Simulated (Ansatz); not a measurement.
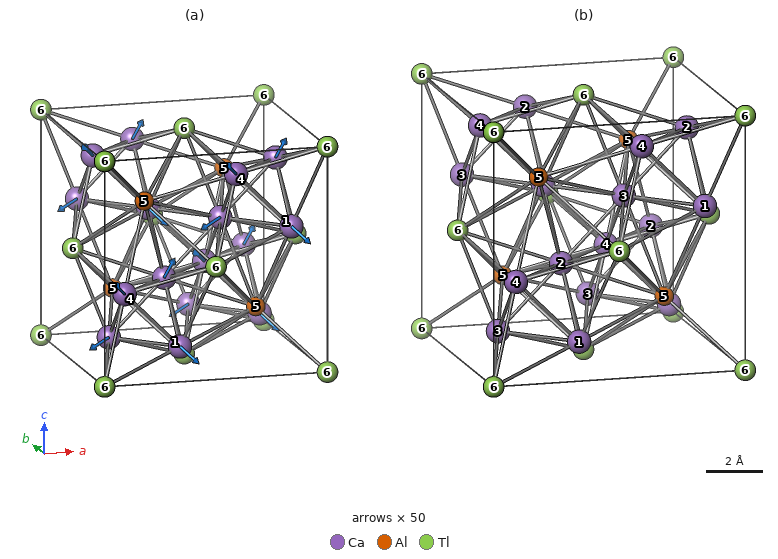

The structure of a crystal of Ca4AlTl (built on the HoCdCu4 type) (coarse preliminary run) before (left) and after (right) a relaxation, at one scale. The blue arrows give the displacements (the part carried along by the change of the cell is left out), 50 times their true length.

The picture is a ball-and-stick view of the conventional cell (4 times the calculation's cell), seen slightly off an axis. Lengths and directions refer to the drawn axes.

Case: HoCdCu4 type (F-43m, No. 216).

Method: DFT PBE, scalar-relativistic, plane waves, PAW (Ansatz 0.2.0). (plane-wave cutoff 420 eV; k-point mesh 4 × 4 × 4; occupations gaussian; smearing width 0.1 eV; no spin polarisation; cell and atoms relaxed; force threshold 0.04 eV/Å; at most 70 steps)

### Summarise the run.

Over 4 accepted moves (5 points after the start) the energy falls by 1.607 eV per cell of the calculation. Largest force component: 0.2 eV/Å at the start, 0.012 eV/Å at the end. Pressure: 10.04 GPa at the start and 0.28 GPa at the end. At 1 point the geometry stayed and the basis and grid were re-selected for the new cell (energy shift of 27.6 meV per cell of the calculation at most each time). The largest moves relative to the cell, 0.020 Å, are those of Ca1, Ca2, Ca3 and Ca4. Ca2 goes along [1 1 1]. Al and Tl stay in place. The volume changes by +44.0 %, with a = b = c 8.370 → 9.450 Å (+12.9 %). Near-neighbour distances that change, for instance: Al5–Tl6 3.624 → 4.092 Å, Ca1–Tl6 3.468 → 3.919 Å, Ca1–Al5 3.472 → 3.917 Å, Ca1–Ca2 2.941 → 3.353 Å. The space group stays F-43m (No. 216). Cost: 22 s on 1 thread of Intel(R) Xeon(R) Platinum 8259CL CPU @ 2.50GHz (Skylake/Cascade Lake), with other jobs on the host, peak memory 0.47 GiB.
